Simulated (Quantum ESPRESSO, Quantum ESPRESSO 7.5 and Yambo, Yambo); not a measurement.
**BTe (GaSe-type monolayer): G0W0 with Yambo, start to end**

Aim: the G0W0 gap of BTe (GaSe-type monolayer) on PBE, step by step.

Method: PBE and many-body steps on it, plane waves, in Quantum ESPRESSO 7.5 and Yambo 5.3.0.

## 1. The starting structure

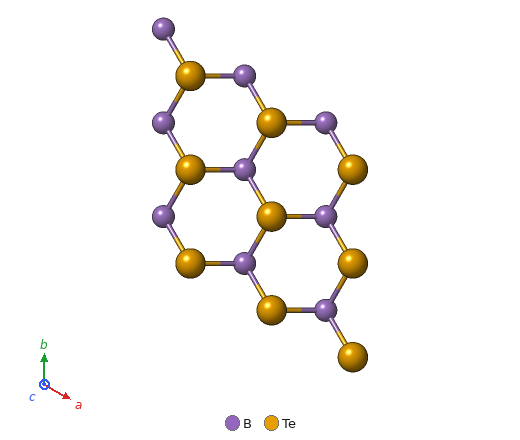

The starting structure, seen from above (boron purple, tellurium orange). 3×3×1 cells are drawn.

The cell holds 4 atoms: 2 B and 2 Te. Its edges and angles: a = 3.570 Å, b = 3.570 Å, c = 16.000 Å, α = 90.0°, β = 90.0°, γ = 120.0°. Vacuum lies along c.

The structure was relaxed with PBE. The runs that relaxed it are not among those shown. Spin-orbit coupling is left out unless a step names it.

## 2. Ground state

This step: Quantum ESPRESSO 7.5; DFT, PBE, plane waves, norm-conserving pseudopotentials.

The ground-state density comes first.

Contents of pw.in:

```
&control
  calculation = 'scf'
  prefix = 'x'
  outdir = 'o'
  pseudo_dir = 'pseudo'
/
&system
  ibrav = 0
  nat = 4
  ntyp = 2
  ecutwfc = 68.0
  nbnd = 25
  force_symmorphic = .true.
/
&electrons
  conv_thr = 1e-10
  electron_maxstep = 80
  mixing_beta = 0.5
/
ATOMIC_SPECIES
  B 10.81 B.upf
  Te 127.6 Te.upf
CELL_PARAMETERS angstrom
  3.5697488949 0.0000000003 0.0000000000
  -1.7848744477 3.0914932280 0.0000000000
  0.0000000000 0.0000000000 16.0000000000
ATOMIC_POSITIONS crystal
  B 0.3333333333 0.6666666667 0.5535056986
  B 0.3333333333 0.6666666667 0.4464943014
  Te 0.6666666667 0.3333333333 0.6195329599
  Te 0.6666666667 0.3333333333 0.3804670401
K_POINTS automatic
  12 12 1 0 0 0
```

Launch:

```
> OMP_NUM_THREADS=1 mpirun -n 4 pw.x -nk 4 -in pw.in > pw.out
```

The log of the run:

```text
Program PWSCF v.7.5 starts

     This program is part of the open-source Quantum ESPRESSO suite
     for quantum simulation of materials; please cite
         "P. Giannozzi et al., J. Phys.:Condens. Matter 21 395502 (2009);
         "P. Giannozzi et al., J. Phys.:Condens. Matter 29 465901 (2017);
         "P. Giannozzi et al., J. Chem. Phys. 152 154105 (2020);
     in publications or presentations arising from this work. More details at
     Message from routine setup:
     using ibrav=0 with symmetry is DISCOURAGED, use correct ibrav instead

     G-vector sticks info

     bravais-lattice index     =            0
     lattice parameter (alat)  =       6.7458  a.u.
     unit-cell volume          =    1191.5782 (a.u.)^3
     number of atoms/cell      =            4
     number of atomic types    =            2
     number of electrons       =        38.00
     number of Kohn-Sham states=           25
     kinetic-energy cutoff     =      68.0000  Ry
     charge density cutoff     =     272.0000  Ry
     scf convergence threshold =      1.0E-10
     mixing beta               =       0.5000
     number of iterations used =            8  plain     mixing
     Exchange-correlation= PBE
                           (   1   4   3   4   0   0   0)

     celldm(1)=   6.745848  celldm(2)=   0.000000  celldm(3)=   0.000000
     celldm(4)=   0.000000  celldm(5)=   0.000000  celldm(6)=   0.000000

     crystal axes: (cart. coord. in units of alat)
               a(1) = (   1.000000   0.000000   0.000000 )
               a(2) = (  -0.500000   0.866025   0.000000 )
               a(3) = (   0.000000   0.000000   4.482108 )

     reciprocal axes: (cart. coord. in units 2 pi/alat)
               b(1) = (  1.000000  0.577350 -0.000000 )
               b(2) = ( -0.000000  1.154701  0.000000 )
               b(3) = (  0.000000 -0.000000  0.223109 )
     Pseudo is Norm-conserving + core correction, Zval =  3.0
     Generated using ONCVPSP code by D. R. Hamann
     Using radial grid of 1534 points,  4 beta functions with:
     Pseudo is Norm-conserving + core correction, Zval = 16.0
     Generated using ONCVPSP code by D. R. Hamann
     Using radial grid of 1294 points,  6 beta functions with:
     B                 3.00    10.81000     B ( 1.00)
     Te               16.00   127.60000     Te( 1.00)

     12 Sym. Ops. (no inversion) found

   Cartesian axes

     site n.     atom                  positions (alat units)
         1        B      tau(   1) = (  -0.0000000   0.5773503   2.4808723  )
         2        B      tau(   2) = (  -0.0000000   0.5773503   2.0012357  )
         3        Te     tau(   3) = (   0.5000000   0.2886751   2.7768136  )
         4        Te     tau(   4) = (   0.5000000   0.2886751   1.7052944  )

     number of k points=    19
                       cart. coord. in units 2pi/alat
        k(    1) = (   0.0000000   0.0000000   0.0000000), wk =   0.0138889
        k(    2) = (  -0.0000000   0.0962250   0.0000000), wk =   0.0833333
        k(    3) = (  -0.0000000   0.1924501   0.0000000), wk =   0.0833333
        k(    4) = (  -0.0000000   0.2886751   0.0000000), wk =   0.0833333
        k(    5) = (  -0.0000000   0.3849002   0.0000000), wk =   0.0833333
        k(    6) = (  -0.0000000   0.4811252   0.0000000), wk =   0.0833333
        k(    7) = (   0.0000000  -0.5773503   0.0000000), wk =   0.0416667
        k(    8) = (   0.0833333   0.1443376   0.0000000), wk =   0.0833333
        k(    9) = (   0.0833333   0.2405626   0.0000000), wk =   0.1666667
        k(   10) = (   0.0833333   0.3367877   0.0000000), wk =   0.1666667
     [... 7 further rows ...]
        k(   18) = (   0.2500000   0.5292377   0.0000000), wk =   0.1666667
        k(   19) = (   0.3333333   0.5773503   0.0000000), wk =   0.0277778

     Dense  grid:    90405 G-vectors     FFT dimensions: (  36,  36, 160)

     Initial potential from superposition of free atoms

     starting charge      37.9991, renormalised to      38.0000
     Starting wfcs are   26 randomized atomic wfcs

     per-process dynamical memory:    74.9 Mb

     Self-consistent Calculation

     iteration #  1     ecut=    68.00 Ry     beta= 0.50

     total energy              =    -430.85736128 Ry
     estimated scf accuracy    <       0.66472638 Ry

     iteration #  2     ecut=    68.00 Ry     beta= 0.50

     total energy              =    -430.94962871 Ry
     estimated scf accuracy    <       1.09803548 Ry

     iteration #  3     ecut=    68.00 Ry     beta= 0.50

     total energy              =    -431.13146249 Ry
     estimated scf accuracy    <       0.01271101 Ry

     iteration #  4     ecut=    68.00 Ry     beta= 0.50

     total energy              =    -431.13375018 Ry
     estimated scf accuracy    <       0.00256082 Ry

     iteration #  5     ecut=    68.00 Ry     beta= 0.50

     total energy              =    -431.13406644 Ry
     estimated scf accuracy    <       0.00018856 Ry

     iteration #  6     ecut=    68.00 Ry     beta= 0.50

     total energy              =    -431.13410240 Ry
     estimated scf accuracy    <       0.00000403 Ry

     iteration #  7     ecut=    68.00 Ry     beta= 0.50

     total energy              =    -431.13410313 Ry
     estimated scf accuracy    <       0.00000086 Ry

     iteration #  8     ecut=    68.00 Ry     beta= 0.50

     total energy              =    -431.13410335 Ry
     estimated scf accuracy    <       0.00000024 Ry

     iteration #  9     ecut=    68.00 Ry     beta= 0.50

     total energy              =    -431.13410340 Ry
     estimated scf accuracy    <          2.6E-09 Ry

     iteration # 10     ecut=    68.00 Ry     beta= 0.50

     total energy              =    -431.13410340 Ry
     estimated scf accuracy    <          3.6E-10 Ry

     iteration # 11     ecut=    68.00 Ry     beta= 0.50

     End of self-consistent calculation

          k = 0.0000 0.0000 0.0000 ( 11305 PWs)   bands (ev):

   -35.3548 -35.3548 -35.3548 -35.3548 -35.2526 -35.2526 -35.2515 -35.2515
   -35.2362 -35.2327 -12.2427 -11.5315  -5.4980  -1.7689   0.4353   0.4353
     0.7890   1.7465   1.7465   4.0809   4.5109   4.5109   4.8233   5.8138
     6.2756

          k =-0.0000 0.0962 0.0000 ( 11275 PWs)   bands (ev):

   -35.3548 -35.3547 -35.3535 -35.3534 -35.2530 -35.2527 -35.2520 -35.2516
   -35.2355 -35.2319 -12.1496 -11.4395  -5.4410  -1.7154  -0.3062   0.2334
     0.8481   0.9294   1.5285   4.0347   4.7422   4.8950   5.2776   5.9248
     6.1321

          k =-0.0000 0.1925 0.0000 ( 11267 PWs)   bands (ev):

   -35.3549 -35.3548 -35.3500 -35.3499 -35.2543 -35.2534 -35.2530 -35.2520
   -35.2335 -35.2299 -11.8736 -11.1675  -5.3020  -1.6937  -1.6252  -0.4117
    -0.2243   0.7449   1.0374   3.6506   5.0754   5.2343   5.7036   6.3025
     6.4304

          k =-0.0000 0.2887 0.0000 ( 11259 PWs)   bands (ev):

     [... further k-points ...]

     highest occupied, lowest unoccupied level (ev):     1.7465    3.2912

!    total energy              =    -431.13410340 Ry
     estimated scf accuracy    <          7.6E-11 Ry

     The total energy is the sum of the following terms:
     one-electron contribution =   -1013.28071613 Ry
     hartree contribution      =     511.00301863 Ry
     xc contribution           =    -103.29448717 Ry
     ewald contribution        =     174.43808126 Ry

     convergence has been achieved in  11 iterations

     XML data file, charge density, pseudopotentials, collected wavefunctions

=------------------------------------------------------------------------------=
   JOB DONE.
=------------------------------------------------------------------------------=
```

It took 20 s on 4 MPI ranks of Arm Neoverse V2, shared host; peak memory 0.54 GiB; 80 s of CPU time.

Numbers from this step:

```yaml
total_energy: -5865.8783 eV
gap: 1.545 eV
k_of_the_valence_top: 0, 0, 0
k_of_the_conduction_bottom: 0, 0.3333, 0
least_direct_gap: 2.334 eV
```

The gap is indirect, with the least direct gap 0.79 eV higher.

## 3. Bands along the symmetry lines

The cheap functional maps the bands first; the places of the edges decide which points the dearer methods must see.

Contents of pw.in:

```
&control
  calculation = 'bands'
  prefix = 'x'
  outdir = 'o'
  pseudo_dir = 'pseudo'
/
&system
  ibrav = 0
  nat = 4
  ntyp = 2
  ecutwfc = 68.0
  nbnd = 25
  force_symmorphic = .true.
/
&electrons
  conv_thr = 1e-9
  electron_maxstep = 80
  diago_full_acc = .true.
  diago_thr_init = 5e-6
/
ATOMIC_SPECIES
  B 10.81 B.upf
  Te 127.6 Te.upf
CELL_PARAMETERS angstrom
  3.5697488949 0.0000000003 0.0000000000
  -1.7848744477 3.0914932280 0.0000000000
  0.0000000000 0.0000000000 16.0000000000
ATOMIC_POSITIONS crystal
  B 0.3333333333 0.6666666667 0.5535056986
  B 0.3333333333 0.6666666667 0.4464943014
  Te 0.6666666667 0.3333333333 0.6195329599
  Te 0.6666666667 0.3333333333 0.3804670401
K_POINTS crystal
  25
  0.00000000 0.00000000 0.00000000 1
  0.06250000 0.00000000 0.00000000 1
  0.12500000 0.00000000 0.00000000 1
  0.18750000 0.00000000 0.00000000 1
  0.25000000 0.00000000 0.00000000 1
  0.31250000 0.00000000 0.00000000 1
  0.37500000 0.00000000 0.00000000 1
  0.43750000 0.00000000 0.00000000 1
  0.50000000 0.00000000 0.00000000 1
  0.47916667 0.04166667 0.00000000 1
  0.45833333 0.08333333 0.00000000 1
  0.43750000 0.12500000 0.00000000 1
  0.41666666 0.16666666 0.00000000 1
  0.39583333 0.20833333 0.00000000 1
  0.37500000 0.25000000 0.00000000 1
  0.35416666 0.29166666 0.00000000 1
  0.33333333 0.33333333 0.00000000 1
  0.29166666 0.29166666 0.00000000 1
  0.25000000 0.25000000 0.00000000 1
  0.20833333 0.20833333 0.00000000 1
  0.16666666 0.16666666 0.00000000 1
  0.12500000 0.12500000 0.00000000 1
  0.08333333 0.08333333 0.00000000 1
  0.04166667 0.04166667 0.00000000 1
  0.00000000 0.00000000 0.00000000 1
```

The log of the run:

```text
[banner, memory and clock lines left out]
Program PWSCF v.7.5 starts

     Atomic positions and unit cell read from directory:
     o/x.save/

     Message from routine setup:
     using ibrav=0 with symmetry is DISCOURAGED, use correct ibrav instead

     G-vector sticks info

     bravais-lattice index     =            0
     lattice parameter (alat)  =       6.7458  a.u.
     unit-cell volume          =    1191.5782 (a.u.)^3
     number of atoms/cell      =            4
     number of atomic types    =            2
     number of electrons       =        38.00
     number of Kohn-Sham states=           25
     kinetic-energy cutoff     =      68.0000  Ry
     charge density cutoff     =     272.0000  Ry
     Exchange-correlation= PBE
                           (   1   4   3   4   0   0   0)

     celldm(1)=   6.745848  celldm(2)=   0.000000  celldm(3)=   0.000000
     celldm(4)=   0.000000  celldm(5)=   0.000000  celldm(6)=   0.000000

     crystal axes: (cart. coord. in units of alat)
               a(1) = (   1.000000   0.000000   0.000000 )
               a(2) = (  -0.500000   0.866025   0.000000 )
               a(3) = (   0.000000   0.000000   4.482108 )

     reciprocal axes: (cart. coord. in units 2 pi/alat)
               b(1) = (  1.000000  0.577350 -0.000000 )
               b(2) = ( -0.000000  1.154701  0.000000 )
               b(3) = (  0.000000 -0.000000  0.223109 )
     Pseudo is Norm-conserving + core correction, Zval =  3.0
     Generated using ONCVPSP code by D. R. Hamann
     Using radial grid of 1534 points,  4 beta functions with:
     Pseudo is Norm-conserving + core correction, Zval = 16.0
     Generated using ONCVPSP code by D. R. Hamann
     Using radial grid of 1294 points,  6 beta functions with:
     B                 3.00    10.81000     B ( 1.00)
     Te               16.00   127.60000     Te( 1.00)

     12 Sym. Ops. (no inversion) found

   Cartesian axes

     site n.     atom                  positions (alat units)
         1        B      tau(   1) = (  -0.0000000   0.5773503   2.4808723  )
         2        B      tau(   2) = (  -0.0000000   0.5773503   2.0012357  )
         3        Te     tau(   3) = (   0.5000000   0.2886751   2.7768136  )
         4        Te     tau(   4) = (   0.5000000   0.2886751   1.7052944  )

     number of k points=    25
                       cart. coord. in units 2pi/alat
        k(    1) = (   0.0000000   0.0000000   0.0000000), wk =   0.0800000
        k(    2) = (   0.0625000   0.0360844   0.0000000), wk =   0.0800000
        k(    3) = (   0.1250000   0.0721688   0.0000000), wk =   0.0800000
[...]
[... 13 further rows ...]
        k(   24) = (   0.0416667   0.0721688   0.0000000), wk =   0.0800000
        k(   25) = (   0.0000000   0.0000000   0.0000000), wk =   0.0800000

     Dense  grid:    90405 G-vectors     FFT dimensions: (  36,  36, 160)

     The potential is recalculated from file :
     o/x.save/charge-density

     Starting wfcs are   26 randomized atomic wfcs

     Band Structure Calculation

     End of band structure calculation

          k = 0.0000 0.0000 0.0000 ( 11305 PWs)   bands (ev):

   -35.3547 -35.3547 -35.3546 -35.3546 -35.2525 -35.2525 -35.2514 -35.2514
   -35.2361 -35.2325 -12.2427 -11.5315  -5.4979  -1.7689   0.4354   0.4354
     0.7890   1.7466   1.7466   4.0810   4.5110   4.5110   4.8233   5.8138
     6.2756

          k = 0.0625 0.0361 0.0000 ( 11269 PWs)   bands (ev):

[...]
6.1410

          k = 0.1250 0.0722 0.0000 ( 11257 PWs)   bands (ev):

[...]
6.2343

[...]
k = 0.0417 0.0722 0.0000 ( 11273 PWs)   bands (ev):

[...]
6.1248

          k = 0.0000 0.0000 0.0000 ( 11305 PWs)   bands (ev):

[...]
-35.2361 -35.2325 -12.2427 -11.5315  -5.4979  -1.7689   0.4354   0.4354
     0.7890   1.7466   1.7466   4.0810   4.5110   4.5110   4.8233   5.8138
     6.1856

     XML data file, pseudopotentials, collected wavefunctions
```

The job ended after 9.4 s (4 MPI ranks; peak memory 0.39 GiB).

Numbers from this step:

| Property | Result |
| --- | --- |
| gap | 1.544 eV |
| k of the valence top | 0, 0, 0 |
| k of the conduction bottom | 0.375, 0, 0 |
| least direct gap | 2.334 eV |

The gap is 1.544 eV, −0.001 eV from the run before at this level.

The electronic bands at the labelled points (eV, zero at the top of the highest filled band):

| point | band 16 | band 17 | band 18 | band 19 | band 20 | band 21 | band 22 | band 23 |
| --- | --- | --- | --- | --- | --- | --- | --- | --- |
| Γ | -1.31 | -0.96 | 0.00 | 0.00 | 2.33 | 2.76 | 2.76 | 3.08 |
| M | -3.22 | -2.73 | -2.04 | -1.55 | 1.55 | 1.76 | 3.30 | 4.19 |
| K | -4.70 | -3.58 | -3.08 | -1.14 | 1.58 | 3.72 | 4.53 | 5.02 |
| Γ | -1.31 | -0.96 | 0.00 | 0.00 | 2.33 | 2.76 | 2.76 | 3.08 |

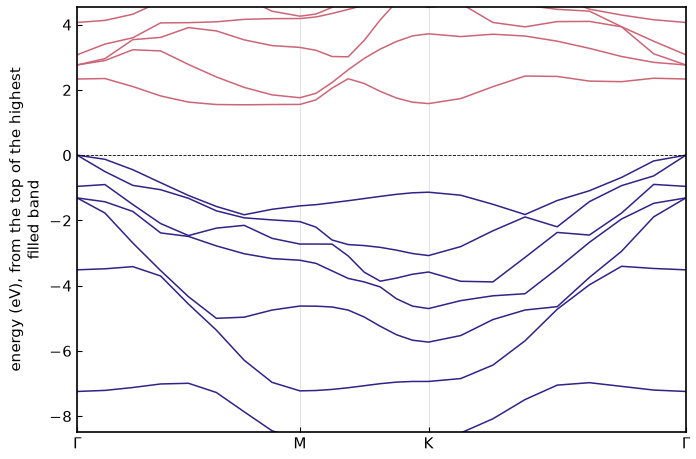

Electronic bands along the path; lines of filled and empty bands in two colours.

## 4. Empty states on the mesh, 6×6×1 mesh, 76 bands

The sums over transitions need many empty states on a uniform mesh; this step solves for them.

Contents of pw.in:

```
&control
  calculation = 'nscf'
  prefix = 'x'
  outdir = 'o'
  pseudo_dir = 'pseudo'
/
&system
  ibrav = 0
  nat = 4
  ntyp = 2
  ecutwfc = 68.0
  nbnd = 76
  force_symmorphic = .true.
/
&electrons
  conv_thr = 1e-9
  electron_maxstep = 80
  diago_full_acc = .true.
  diago_thr_init = 5e-6
/
ATOMIC_SPECIES
  B 10.81 B.upf
  Te 127.6 Te.upf
CELL_PARAMETERS angstrom
  3.5697488949 0.0000000003 0.0000000000
  -1.7848744477 3.0914932280 0.0000000000
  0.0000000000 0.0000000000 16.0000000000
ATOMIC_POSITIONS crystal
  B 0.3333333333 0.6666666667 0.5535056986
  B 0.3333333333 0.6666666667 0.4464943014
  Te 0.6666666667 0.3333333333 0.6195329599
  Te 0.6666666667 0.3333333333 0.3804670401
K_POINTS automatic
  6 6 1 0 0 0
```

The log of the run:

```text
[banner, memory and clock lines left out]
Program PWSCF v.7.5 starts

     Atomic positions and unit cell read from directory:
     o/x.save/

     Message from routine setup:
     using ibrav=0 with symmetry is DISCOURAGED, use correct ibrav instead

     G-vector sticks info

     bravais-lattice index     =            0
     lattice parameter (alat)  =       6.7458  a.u.
     unit-cell volume          =    1191.5782 (a.u.)^3
     number of atoms/cell      =            4
     number of atomic types    =            2
     number of electrons       =        38.00
     number of Kohn-Sham states=           76
     kinetic-energy cutoff     =      68.0000  Ry
     charge density cutoff     =     272.0000  Ry
     Exchange-correlation= PBE
                           (   1   4   3   4   0   0   0)

     celldm(1)=   6.745848  celldm(2)=   0.000000  celldm(3)=   0.000000
     celldm(4)=   0.000000  celldm(5)=   0.000000  celldm(6)=   0.000000

     crystal axes: (cart. coord. in units of alat)
               a(1) = (   1.000000   0.000000   0.000000 )
               a(2) = (  -0.500000   0.866025   0.000000 )
               a(3) = (   0.000000   0.000000   4.482108 )

     reciprocal axes: (cart. coord. in units 2 pi/alat)
               b(1) = (  1.000000  0.577350 -0.000000 )
               b(2) = ( -0.000000  1.154701  0.000000 )
               b(3) = (  0.000000 -0.000000  0.223109 )
     Pseudo is Norm-conserving + core correction, Zval =  3.0
     Generated using ONCVPSP code by D. R. Hamann
     Using radial grid of 1534 points,  4 beta functions with:
     Pseudo is Norm-conserving + core correction, Zval = 16.0
     Generated using ONCVPSP code by D. R. Hamann
     Using radial grid of 1294 points,  6 beta functions with:
     B                 3.00    10.81000     B ( 1.00)
     Te               16.00   127.60000     Te( 1.00)

     12 Sym. Ops. (no inversion) found

   Cartesian axes

     site n.     atom                  positions (alat units)
         1        B      tau(   1) = (  -0.0000000   0.5773503   2.4808723  )
         2        B      tau(   2) = (  -0.0000000   0.5773503   2.0012357  )
         3        Te     tau(   3) = (   0.5000000   0.2886751   2.7768136  )
         4        Te     tau(   4) = (   0.5000000   0.2886751   1.7052944  )

     number of k points=     7
                       cart. coord. in units 2pi/alat
        k(    1) = (   0.0000000   0.0000000   0.0000000), wk =   0.0555556
        k(    2) = (  -0.0000000   0.1924501   0.0000000), wk =   0.3333333
        k(    3) = (  -0.0000000   0.3849002   0.0000000), wk =   0.3333333
        k(    4) = (   0.0000000  -0.5773503   0.0000000), wk =   0.1666667
        k(    5) = (   0.1666667   0.2886751   0.0000000), wk =   0.3333333
        k(    6) = (   0.1666667   0.4811252   0.0000000), wk =   0.6666667
        k(    7) = (   0.3333333   0.5773503   0.0000000), wk =   0.1111111

     Dense  grid:    90405 G-vectors     FFT dimensions: (  36,  36, 160)

     The potential is recalculated from file :
     o/x.save/charge-density

     Starting wfcs are   26 randomized atomic wfcs +   50 random wfcs

     Band Structure Calculation

     End of band structure calculation

          k = 0.0000 0.0000 0.0000 ( 11305 PWs)   bands (ev):

   -35.3547 -35.3547 -35.3546 -35.3546 -35.2525 -35.2525 -35.2514 -35.2514
   -35.2361 -35.2325 -12.2427 -11.5315  -5.4979  -1.7689   0.4354   0.4354
     0.7890   1.7466   1.7466   4.0810   4.5110   4.5110   4.8233   5.8138
[...]
25.3149  25.4214  25.4214  26.2382

          k =-0.0000 0.1925 0.0000 ( 11267 PWs)   bands (ev):

[...]
26.5768  26.6492  26.6648  27.0572

          k =-0.0000 0.3849 0.0000 ( 11274 PWs)   bands (ev):

[...]
21.5474  21.5589  22.1240  22.2859  22.3165  22.6134  23.0746  23.1167
    23.5220  23.5758  24.3324  25.5494  25.7191  26.1356  26.2548  27.1048
    27.1259  27.4877  27.8651  28.3354

          k = 0.0000-0.5774 0.0000 ( 11312 PWs)   bands (ev):

     [... further k-points ...]

     highest occupied, lowest unoccupied level (ev):     1.7466    3.2913

     XML data file, pseudopotentials, collected wavefunctions
```

Elapsed: 13 s, on 4 MPI ranks; peak memory 0.59 GiB.

Numbers from this step:

```
gap                                                           : 1.545 eV
k of the valence top                                          : 0, 0, 0
k of the conduction bottom                                    : 0, 0.3333, 0
least direct gap                                              : 2.334 eV
k points computed                                             : 7
lowest point of the top converged band, above the valence top : 24.49 eV
```

On this mesh the gap is 1.545 eV.

(Part 1 of 2 ends here.)

[Paths, hosts, dates, memory and timing lines, banners, echoed tables and standing remarks are left out of the program output.]

[Logs are printed without paths, hosts, clocks, repeated set-up lines and the standing remarks that a program may print on its own settings, such as how far it seeks lower states.]

[Runs of the session that timed out or met a known fault of the program may be left out.]

[Hosts, paths, dates, database ids (printed as entryN), source tags and the programs' standing remarks are cut or masked in the printed files.]
